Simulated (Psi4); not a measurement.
Intermolecular potential of N2 ··· H3B (SMILES N#N and B). Monomers: optimised at B3LYP-D3(BJ) (def2-TZVP), held rigid. Orientation: a random orientation, not optimised. R is the distance of the centres of mass, along which the second monomer moves.

Geometry at R = 4.20 Å (first 2 atoms: monomer A):
```
6

N      0.5455     0.0000     0.0000
N     -0.5455     0.0000     0.0000
B     -3.1776     1.7979     2.0763
H     -2.9920     2.9087     1.6941
H     -2.6136     0.8885     1.5572
H     -3.9270     1.5964     2.9775
```

Method: SAPT0/jun-cc-pVDZ, frozen core run with Psi4 1.11.

Components in kcal/mol:

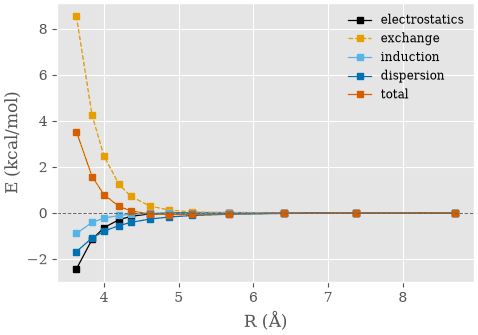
Fig. 1. Components of the interaction energy.

```csv
R / Å,electrostatics,exchange,induction,dispersion,total
3.63,-2.44,8.55,-0.90,-1.68,3.53
3.84,-1.15,4.24,-0.41,-1.09,1.57
4.00,-0.64,2.46,-0.23,-0.80,0.79
4.20,-0.30,1.24,-0.11,-0.55,0.28
4.36,-0.15,0.71,-0.06,-0.41,0.08
4.61,-0.05,0.30,-0.03,-0.27,-0.04
4.87,0.00,0.12,-0.01,-0.18,-0.07
5.18,0.01,0.04,0.00,-0.12,-0.07
5.67,0.01,0.01,0.00,-0.06,-0.04
6.41,0.01,0.00,0.00,-0.03,-0.02
7.37,0.00,0.00,0.00,-0.01,-0.01
8.70,0.00,0.00,0.00,0.00,0.00
```
